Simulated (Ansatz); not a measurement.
BClFGeH₃

Input file:

```
crystal:
  periodic: [false, false, false]
  atoms:
    - { symbol: F, position_ang: [1.6226, -1.6482, 0.328] }
    - { symbol: B, position_ang: [0.2491, -1.0333, 0.423] }
    - { symbol: Cl, position_ang: [-1.1219, -1.9593, 1.2635] }
    - { symbol: Ge, position_ang: [-0.0508, 0.8004, -0.3642] }
    - { symbol: H, position_ang: [1.1667, 1.3401, -1.0329] }
    - { symbol: H, position_ang: [-0.592, 1.7633, 0.7638] }
    - { symbol: H, position_ang: [-0.87107, -0.8428, 0.14403] }
basis:
  gaussian: { orbitals: def2-SVP }
hamiltonian:
  xc: b3lyp
relax:
  f_tol: 0.02
  max_steps: 50
output:
  orbitals: {}
```

Launched as:

```sh
ansatz run input.yaml --threads 2 --pin off --max-ram 3072MiB --backend cpu --events-out ev --progress --plain --runs-dir out
```

The fields are those of the relaxed geometry.

Theory: RKS B3LYP/def2-SVP (Ansatz).

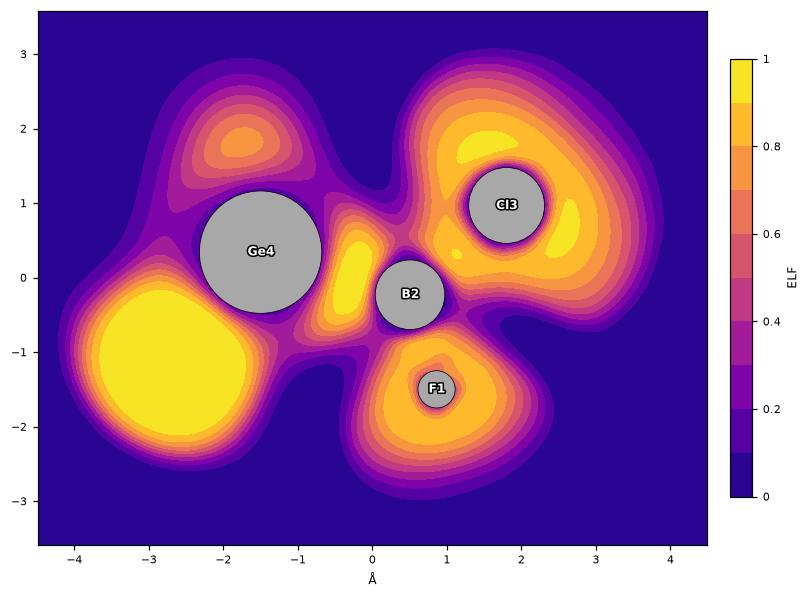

Figure 1. ELF on the plane of atoms F1, B2 and Cl3. Grey discs cover the atomic cores.

Question: Interpret the plot.

Answer: The plane passes through F, B, Cl and Ge nuclei. B–F (1.32 Å): the ELF peaks at about 0.90 between the atoms, as expected for a polar covalent bond. B–Cl (1.77 Å): the ELF peaks at about 0.90 between the atoms, as expected for a shared but strongly polarised pair. Ge–B (2.09 Å): the ELF peaks at about 1 in the valence shell of B, 0.8 Å from its nucleus, and is about 0.85 at the midpoint. The ELF also peaks beside F1 and Cl3, away from the bonds: lone-pair regions.

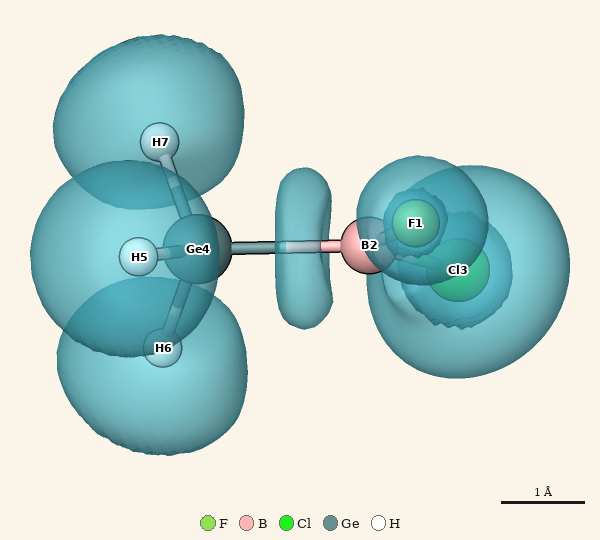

Figure 2. Isosurface of the ELF at 0.75 (cyan), seen from one side. Only the valence region is drawn (cores and ρ < 0.01 e/Å³ removed).

Question: Describe the localisation domains.

Answer: The surface consists of one region between bonded B–Ge atoms (shared pairs), three regions around hydrogen nuclei, one region on Cl in which the atom's valence shell and bonds are merged and one region on F in which the atom's valence shell and bonds are merged.

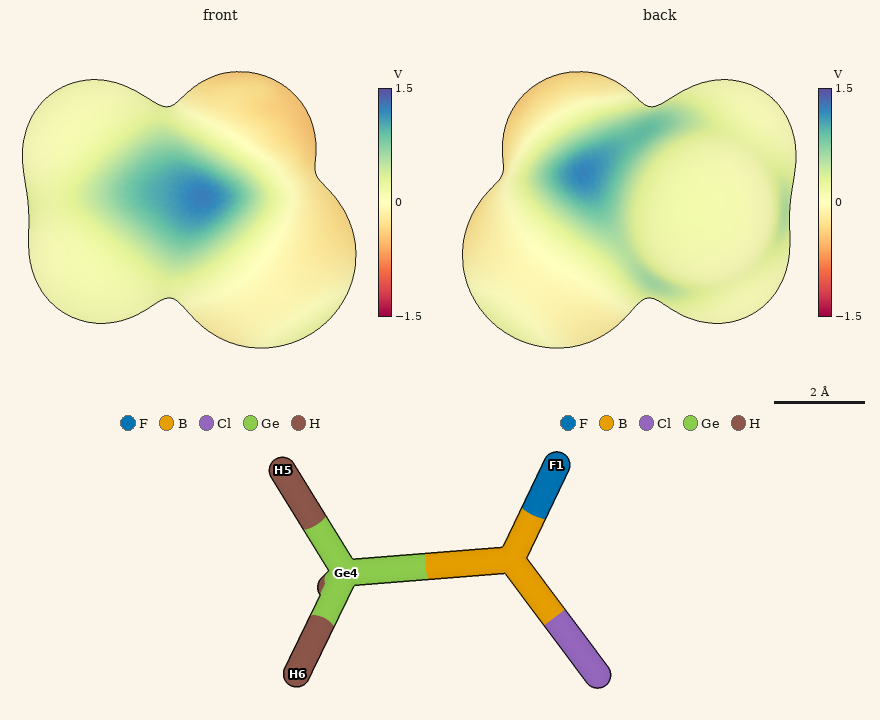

Figure 3. The electrostatic potential painted on the density surface at 0.001 e/bohr³, seen from the front and from behind; red is negative and blue positive. The bare structure is drawn below in the same view.

Question: Where is the surface potential most negative and most positive?

Answer: The most negative region (about −0.4 V) lies over F1, the most positive (about +1.2 V) over B2.
